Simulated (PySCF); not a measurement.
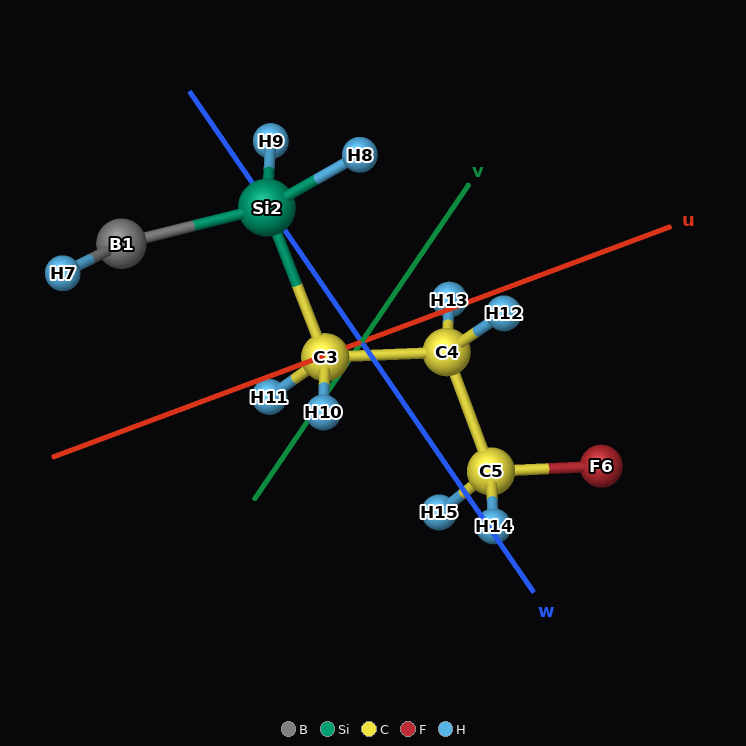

The lines u, v and w are the principal axes of the g tensor. The species is neutral and a spin doublet. The computed structure is the end point of a GFN2-xTB optimisation. No frequency run is at hand to confirm it as a minimum. Method: UKS B3LYP, pcH-1 on B C F H Si, non-relativistic, mean-field spin-orbit, GIAO (PySCF 2.14.0).

**Along which axis does g lie farthest from the free-electron value?**

Along u: the shift is −1987 ppm.

Give the principal values and shifts.

```json
{"axis": "u", "g": "2.00033", "shift (ppm)": "−1987"}
{"axis": "v", "g": "2.00209", "shift (ppm)": "−233"}
{"axis": "w", "g": "2.00241", "shift (ppm)": "93"}
```

The geometry is semi-empirical. Around B, Si such bond lengths and angles can be off by a tenth of an ångström or more and by several degrees, and values that hang on the shape move with them.
